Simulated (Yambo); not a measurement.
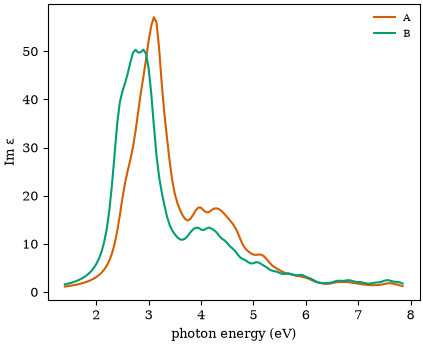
*Two computed absorption spectra of Mg₂Si (space group Fm-3m, No. 225) (Yambo, PBE bands with the same scissor, field along x)*

Question: Which curve includes the electron-hole attraction (BSE)?

Answer: Curve B: the attraction moves weight to lower energy (centre of the plotted range 3.5 eV against 3.6 eV). Settings: 8×8×8 mesh, 3 valence and 7 conduction bands, static screening with 34 bands and a 4 Ry block, scissor 0.53 eV, Tamm-Dancoff. The scissor comes from a G0W0 run whose convergence isn't established. Broadening 0.15 eV. The band window holds all transitions up to 7.9 eV. On this mesh the peak heights and the fine structure are mesh artefacts; only the shift of weight is robust.

Geometry of the Materials Project entry, not relaxed at this level; primitive cell a = 4.483 Å, b = 4.483 Å, c = 4.483 Å, α = 60.00°, β = 60.00°, γ = 60.00°.
